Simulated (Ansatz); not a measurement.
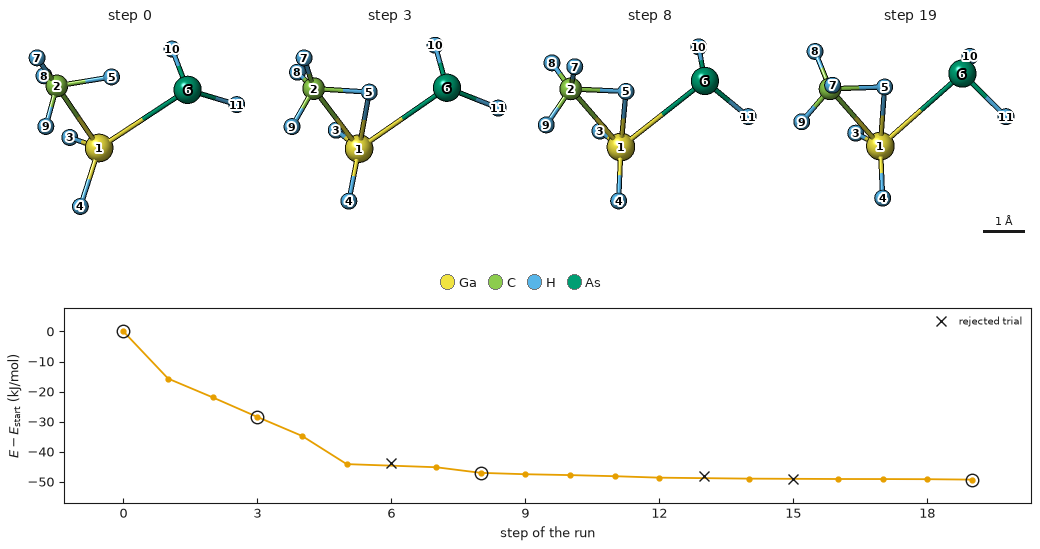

Frames of a constrained relaxation of CH8AsGa, marked on the history of the run. A ball-and-stick model, seen at a tilt.

The reaction that was planned forms Ga1–As6, C2–H5 and breaks Ga1–C2, H5–As6 (atoms numbered from 1 in input order).

These are results of Ansatz, RKS PBE0-D4/def2-SVP, not measurements. Settings: held fixed: the distance between atoms 1 (Ga) and 6 (As), the distance between atoms 2 (C) and 5 (H), the distance between atoms 1 (Ga) and 2 (C), the distance between atoms 5 (H) and 6 (As), counting from 1; force threshold 0.04 eV/Å; at most 150 steps.

What happens along the run?

Over 16 accepted moves (19 points after the start) the energy falls by 49.3 kJ/mol. The largest force component goes from 0.54 to 0.0075 eV/Å. The line search rejected the trial steps at points 6, 13, 15 of the run. The forces were under the threshold at step 14, but the run went on from there. The largest move after the best rigid fit is that of H7, 0.88 Å. Largest moves by element: H 0.88 Å, As 0.49 Å, C 0.18 Å, Ga 0.06 Å. Some distances before and after: Ga1–H5 2.352 → 1.809 Å, Ga1–H4 1.612 → 1.555 Å, Ga1–H3 1.608 → 1.554 Å, As6–H10 1.511 → 1.523 Å. Among the angles between lasting bonds that change: Ga1–C2–H7 177.6° → 126.2°, Ga1–C2–H8 74.7° → 117.5°, H3–Ga1–H4 107.5° → 133.2°. Groups turn about Ga1–As6 by about 40°. The run took 2.1 min on 8 threads of Intel Xeon @ 2.50GHz (shared host). From step 0 to 3: H5 moves most (0.41 Å), energy −28.4 kJ/mol. From step 3 to 8: H7 moves most (0.36 Å), energy −18.6 kJ/mol. From step 8 to 19: H atoms move most (0.52 Å), energy −2.25 kJ/mol.

```json
{"step": "0", "E − E(0), kJ/mol": "0.00", "largest force component, eV/Å": "0.5443", "note": ""}
{"step": "1", "E − E(0), kJ/mol": "-15.67", "largest force component, eV/Å": "0.3506", "note": ""}
{"step": "2", "E − E(0), kJ/mol": "-21.93", "largest force component, eV/Å": "0.2763", "note": ""}
{"step": "3", "E − E(0), kJ/mol": "-28.43", "largest force component, eV/Å": "0.7006", "note": ""}
{"step": "4", "E − E(0), kJ/mol": "-34.74", "largest force component, eV/Å": "0.9533", "note": ""}
{"step": "5", "E − E(0), kJ/mol": "-44.12", "largest force component, eV/Å": "0.2119", "note": ""}
{"step": "6", "E − E(0), kJ/mol": "-43.78", "largest force component, eV/Å": "0.4468", "note": "rejected"}
{"step": "7", "E − E(0), kJ/mol": "-45.15", "largest force component, eV/Å": "0.1583", "note": ""}
{"step": "8", "E − E(0), kJ/mol": "-47.02", "largest force component, eV/Å": "0.0765", "note": ""}
{"step": "9", "E − E(0), kJ/mol": "-47.48", "largest force component, eV/Å": "0.1164", "note": ""}
{"step": "10", "E − E(0), kJ/mol": "-47.78", "largest force component, eV/Å": "0.1633", "note": ""}
{"step": "11", "E − E(0), kJ/mol": "-48.14", "largest force component, eV/Å": "0.1056", "note": ""}
{"step": "12", "E − E(0), kJ/mol": "-48.63", "largest force component, eV/Å": "0.0451", "note": ""}
{"step": "13", "E − E(0), kJ/mol": "-47.97", "largest force component, eV/Å": "0.4432", "note": "rejected"}
{"step": "14", "E − E(0), kJ/mol": "-48.95", "largest force component, eV/Å": "0.0158", "note": ""}
{"step": "15", "E − E(0), kJ/mol": "-48.93", "largest force component, eV/Å": "0.2054", "note": "rejected"}
{"step": "16", "E − E(0), kJ/mol": "-49.07", "largest force component, eV/Å": "0.0218", "note": ""}
{"step": "17", "E − E(0), kJ/mol": "-49.09", "largest force component, eV/Å": "0.0738", "note": ""}
{"step": "18", "E − E(0), kJ/mol": "-49.13", "largest force component, eV/Å": "0.1156", "note": ""}
{"step": "19", "E − E(0), kJ/mol": "-49.28", "largest force component, eV/Å": "0.0075", "note": ""}
```
